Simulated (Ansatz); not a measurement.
**HfB2: stress in a strained cell**

Aim: deform HfB2 (equal xy, yz and zx engineering shear strains of +1 %) and compute stress, forces and field gradients with LAPW, PAW and all-electron datasets made for the crystal.

Program: Ansatz 0.2.0. Level of theory: DFT PBEsol, scalar-relativistic. These are calculated values, not measurements.

**1. The system as given**

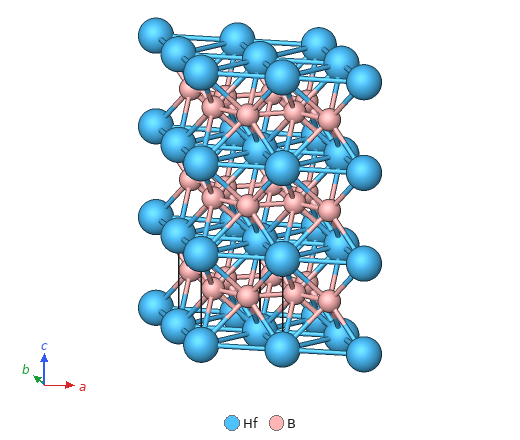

The starting structure, seen slightly off an axis (hafnium blue, boron pink). 2×2×3 cells are drawn. Atoms on the faces are drawn again on the opposite ones.

As a file:

```cif
data_structure
_symmetry_space_group_name_H-M 'P 1'
_symmetry_Int_Tables_number 1
_cell_length_a 3.1400
_cell_length_b 3.1400
_cell_length_c 3.4800
_cell_angle_alpha 90.000
_cell_angle_beta 90.000
_cell_angle_gamma 120.000
_cell_volume 29.71
loop_
_atom_site_label
_atom_site_type_symbol
_atom_site_fract_x
_atom_site_fract_y
_atom_site_fract_z
_atom_site_occupancy
Hf1 Hf 0.00000 0.00000 0.00000 1
B1 B 0.33333 0.66667 0.50000 1
B2 B 0.66667 0.33333 0.50000 1
```

Atoms are numbered in the order of the input: Hf1, B2, B3.

**2. The deformed structure**

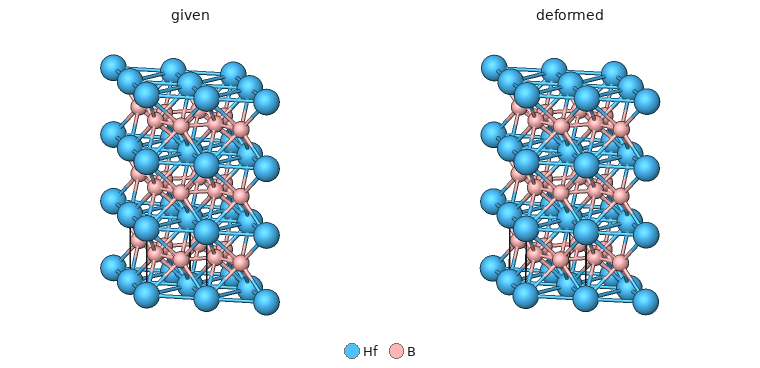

Given and deformed, at one scale.

Space group P6/mmm before, P-1 after.

**3. LAPW, all electrons**

Input file input.yaml:

```yaml
crystal:
  lattice:
    - [3.1400001005, 0.0157000005, 0.0157000005]
    - [-1.556403451, 2.7114698546, 0.005746599]
    - [0.0174, 0.0174, 3.48]
  atoms:
    - { symbol: Hf, position: [0.0, 0.0, 0.0] }
    - { symbol: B, position: [0.3333333333, 0.6666666667, 0.5] }
    - { symbol: B, position: [0.6666666667, 0.3333333333, 0.5] }
kpoints:
  mp_grid: { grid: [13, 13, 11] }
  band_path:
    path:
      - [0.0, 0.0, 0.0]
      - [0.0, -0.5, 0.0]
      - [0.0, 0.0, 0.5]
      - [0.0, 0.0, 0.0]
      - [-0.5, 0.0, 0.0]
      - [-0.5, 0.5, -0.5]
      - [0.0, 0.0, 0.0]
      - [-0.5, 0.0, -0.5]
      - [-0.5, 0.5, 0.0]
    npoints: 5
scf:
  occupations: { method: fermi_dirac, width: 0.05 }
hamiltonian:
  xc: pbesol
  pseudopotentials: { kind: all_electron, lapw: { basis_error: 0.0005 } }
output:
  forces: true
  stress: true
  eigenvalues: true
```

Run with:

```
ansatz run input.yaml --threads 1 --pin off --max-ram 6144MiB --backend cpu --events-out ev --progress --plain --runs-dir out
```

What it wrote (excerpt; [...] marks lines left out):

```text
LAPW: plane waves up to 9.131 Å⁻¹, error target 5.0e-4 eV per atom; small_component_spin mean_spin; B in spheres of 0.903 Å, 5 of its electrons in bands, Dirac shells []; Hf in spheres of 1.383 Å, 42 of its electrons in bands, Dirac shells []
[...]
Pseudopotentials: kind: all_electron
Pseudopotential: Hf, LAPW, valence charge 42, Koelling and Harmon's equation, gaussian nucleus
Pseudopotential: B, LAPW, valence charge 5, Koelling and Harmon's equation, gaussian nucleus
Functional definition: PBEsol
[...]
Crystal: 3 atoms, lattice volume = 29.712 Å³
Basis set: ecut = 317.68539296251436 eV, 389 PW (Γ), exchange–correlation at level 2
Bands: 32, of which v1, the nominal top of the filled ones, is band 26 counted from 1 (25 counted from 0)
Symmetry: 2 space group operations
Space group: P-1 (ITA 2), of the structure as read, at distance tolerance 3.1e-5 Å
k-points: 930 of 1859
[...]
SCF iter   1: F=—  HF=-411477.364990 eV  |F-HF|=—  |Δ(HF+E_count)|=         —  Δρ=7.51e-2  dr2=3.18e0  ethr=6.12e-3  ⟨swp⟩=2.0  Hψ=184771  notcnv=0
[...]
the basis was enlarged: its passes take 304.8 KiB over the memory plan, 1 of 1 planned eigensolver slots
[...]
SCF iter   9: F=-411476.058269 eV  HF=-411476.058269 eV  |F-HF|=4.89e-9  |Δ(HF+E_count)|=   3.84e-8  Δρ=1.07e-5  dr2=2.62e-8  ethr=1.03e-9  ⟨swp⟩=2.0  Hψ=84739  notcnv=0
[...]
NSCF: frozen V_eff on 41 k-points
SCF converged after 9 iterations
Free energy (F): -411476.058269 eV
[...]
E sigma→0 (E₀):  -411476.057466 eV
Entropy (-TS):   -0.001605 eV (-0.535 meV/atom)
Fermi energy:    20.855633 eV
[...]
--- Forces (eV/Å), atoms counted from 1 ---
  atom   1  Hf     0.00000000     0.00000000     0.00000000
  atom   2  B      0.00755106     0.00145514    -0.00147815
  atom   3  B     -0.00755106    -0.00145514     0.00147815
[...]
--- Stress (GPa, compression-positive) ---
       -3.785412      -2.679699      -2.587586
       -2.679699      -3.783524      -2.586849
       -2.587586      -2.586849      -5.081059
  P = ⅓ Tr σ = -4.2167 GPa (-42.167 kbar)
--- Band table (eV; the first three rows and the last of 930) ---
[...]
```

Run time: 2.1 min. Hardware: 1 thread of Intel Xeon 6975P-C (Granite Rapids), shared host; peak memory 2.7 GiB.

Read from it: pressure -4.22 GPa; no gap; largest force 0.008 eV/Å.

**4. PAW with frozen cores**

Input file input.yaml:

```yaml
crystal:
  lattice:
    - [3.1400001005, 0.0157000005, 0.0157000005]
    - [-1.556403451, 2.7114698546, 0.005746599]
    - [0.0174, 0.0174, 3.48]
  atoms:
    - { symbol: Hf, position: [0.0, 0.0, 0.0] }
    - { symbol: B, position: [0.3333333333, 0.6666666667, 0.5] }
    - { symbol: B, position: [0.6666666667, 0.3333333333, 0.5] }
kpoints:
  mp_grid: { grid: [13, 13, 11] }
scf:
  occupations: { method: fermi_dirac, width: 0.05 }
hamiltonian:
  xc: pbesol
  pseudopotentials: { kind: paw }
output:
  forces: true
  stress: true
  eigenvalues: true
  efg: { contact_densities: true }
```

Run with:

```
ansatz run input.yaml --threads 1 --pin off --max-ram 6144MiB --backend cpu --events-out ev --progress --plain --runs-dir out
```

What it wrote (excerpt; [...] marks lines left out):

```text
Hf: output.efg is read without spin–orbit coupling, which moves field gradients at and beside such atoms by some per cent and up to a factor of two; PAW files take it under magnetization.noncollinear and magnetization.spin_orbit
[...]
Pseudopotentials: kind: paw
Pseudopotential: Hf, paw, valence charge 26, recommended cutoff 420 eV (normal)
Pseudopotential: B, paw, valence charge 3, recommended cutoff 420 eV (normal)
[... 1 set-up line as earlier in the session ...]
[...]
Crystal: 3 atoms, lattice volume = 29.712 Å³
Basis set: ecut = 420 eV, 563 PW (Γ), exchange–correlation on 48×48×48 points (8 copies of the dense FFT grid, shifted against one another)
Bands: 20, of which v1, the nominal top of the filled ones, is band 16 counted from 1 (15 counted from 0)
[... 2 set-up lines as earlier in the session ...]
k-points: 930 of 1859
[...]
       -3.813601      -2.681047      -2.588507
       -2.681047      -3.811811      -2.587803
       -2.588507      -2.587803      -5.199488
  P = ⅓ Tr σ = -4.2750 GPa (-42.750 kbar)
--- PAW observables at the nuclei: V_zz in 10²¹ V/m², potentials from the cell's mean, atoms counted from 1 ---
  atom   1  Hf V_zz =   +11.535384   η = 0.1488   by run symmetry: allowed
            electrostatic potential = -14184.346425 V   contact ρ = 7519011.892332 e/Å³
  atom   2  B  V_zz =    +0.094474   η = 0.6354   by run symmetry: allowed
            electrostatic potential = -335.970252 V   contact ρ = 481.244686 e/Å³
  atom   3  B  V_zz =    +0.094474   η = 0.6354   by run symmetry: allowed
            electrostatic potential = -335.970252 V   contact ρ = 481.244686 e/Å³
--- Band table (eV; the first three rows and the last of 930) ---
  k-point 0: bands = ["-41.3467", "-10.2261", "-9.7434", "-9.7243", "6.6687", "8.6686", "8.6888", "8.6984", "8.7005", "8.7062", "8.7069", "8.8001", "17.3324", "17.4359", "17.5388", "17.6806", "24.2994", "24.3543", "24.9815", "25.0903"]
[...]
```

It took 13 s on 1 thread of Intel Xeon 6975P-C (Granite Rapids), shared host; peak memory 0.77 GiB.

Read from it: pressure -4.27 GPa; no gap; largest force 0.008 eV/Å; Vzz Hf1 11.54 (η = 0.15), B2 0.09 (η = 0.64) (10²¹ V/m²).

**5. All-electron PAW on datasets made for the crystal**

Edit input.yaml of step 4 so:

```diff
@@ -15,3 +15,3 @@
   xc: pbesol
-  pseudopotentials: { kind: paw }
+  pseudopotentials: { kind: all_electron, datasets: crystal }
 output:
```

Run with:

```
ansatz run input.yaml --threads 1 --pin off --max-ram 6144MiB --backend cpu --events-out ev --progress --plain --runs-dir out
```

What it wrote (excerpt; [...] marks lines left out):

```text
[...]
Hf: output.efg is read without spin–orbit coupling, which moves field gradients at and beside such atoms by some per cent and up to a factor of two; PAW files take it under magnetization.noncollinear and magnetization.spin_orbit
[...]
[... 1 set-up line as earlier in the session ...]
Pseudopotential: Hf, paw, valence charge 26, recommended cutoff 400 eV (normal), Koelling and Harmon's equation, gaussian nucleus
Pseudopotential: B, paw, valence charge 3, recommended cutoff 400 eV (normal), Koelling and Harmon's equation, gaussian nucleus
[... 1 set-up line as earlier in the session ...]
[...]
Crystal: 3 atoms, lattice volume = 29.712 Å³
Basis set: ecut = 400 eV, 553 PW (Γ), exchange–correlation on 48×48×48 points (8 copies of the dense FFT grid, shifted against one another)
Bands: 20, of which v1, the nominal top of the filled ones, is band 16 counted from 1 (15 counted from 0)
[... 1 set-up line as earlier in the session ...]
[...]
--- Stress (GPa, compression-positive) ---
       -3.786756      -2.679676      -2.587524
       -2.679676      -3.784851      -2.586788
       -2.587524      -2.586788      -5.081049
  P = ⅓ Tr σ = -4.2176 GPa (-42.176 kbar)
--- PAW observables at the nuclei: V_zz in 10²¹ V/m², potentials from the cell's mean, atoms counted from 1 ---
  atom   1  Hf V_zz =   +12.036630   η = 0.1494   by run symmetry: allowed
            electrostatic potential = -14181.674909 V   contact ρ = 7515498.981536 e/Å³
  atom   2  B  V_zz =    +0.109693   η = 0.6456   by run symmetry: allowed
            electrostatic potential = -335.246499 V   contact ρ = 481.267918 e/Å³
  atom   3  B  V_zz =    +0.109693   η = 0.6456   by run symmetry: allowed
            electrostatic potential = -335.246499 V   contact ρ = 481.267918 e/Å³
--- Band table (eV; the first three rows and the last of 930) ---
  k-point 0: bands = ["-40.9559", "-9.8305", "-9.3520", "-9.3331", "7.0611", "9.0614", "9.0771", "9.0906", "9.0925", "9.0971", "9.0980", "9.1880", "17.7243", "17.8250", "17.9278", "18.0731", "24.6939", "24.7488"]
[...]
```

Run time: 1.7 min. Hardware: 1 thread of Intel Xeon 6975P-C (Granite Rapids), shared host; peak memory 2.2 GiB.

In short: pressure -4.22 GPa; no gap; largest force 0.008 eV/Å; Vzz Hf1 12.04 (η = 0.15), B2 0.11 (η = 0.65) (10²¹ V/m²).

**6. Side by side**

Stress (GPa, compression positive):

```csv
method,xx,yy,zz,yz,xz,xy
LAPW,-3.79,-3.78,-5.08,-2.59,-2.59,-2.68
PAW,-3.81,-3.81,-5.20,-2.59,-2.59,-2.68
crystal datasets,-3.79,-3.78,-5.08,-2.59,-2.59,-2.68
```

Forces (eV/Å):

```csv
atom,LAPW x,LAPW y,LAPW z,PAW x,PAW y,PAW z,crystal datasets x,crystal datasets y,crystal datasets z
Hf1,0.000,0.000,0.000,0.000,0.000,0.000,0.000,0.000,0.000
B2,0.008,0.001,-0.001,0.007,0.001,-0.001,0.008,0.001,-0.001
B3,-0.008,-0.001,0.001,-0.007,-0.001,0.001,-0.008,-0.001,0.001
```

| method | pressure (GPa) | largest force (eV/Å) | Vzz Hf1 (10²¹ V/m²) | Vzz B2 (10²¹ V/m²) | SCF cycles, all passes |
| --- | --- | --- | --- | --- | --- |
| LAPW | -4.22 | 0.008 | – | – | 9 |
| PAW | -4.27 | 0.008 | 11.54 | 0.09 | 6 |
| crystal datasets | -4.22 | 0.008 | 12.04 | 0.11 | 12 |

**7. Summary of results**

```
                                 quantity                                              value
                                 pressure  LAPW -4.22, PAW -4.27, crystal datasets -4.22 GPa
largest shear or deviatoric stress (LAPW)                                           2.68 GPa
```

In words: The largest part of the stress beyond the pressure is 2.68 GPa in size, in the xy component; the atoms are carried along and not relaxed. No run of the undeformed cell stands beside it, so the pressure holds what the given cell had before the change. PAW: stress within 0.12 GPa of LAPW. Crystal datasets: stress within 0.01 GPa of LAPW. Spin-orbit coupling is left out, though the cell holds Hf; in elements this heavy it can shift bands and gaps by tenths of an eV.
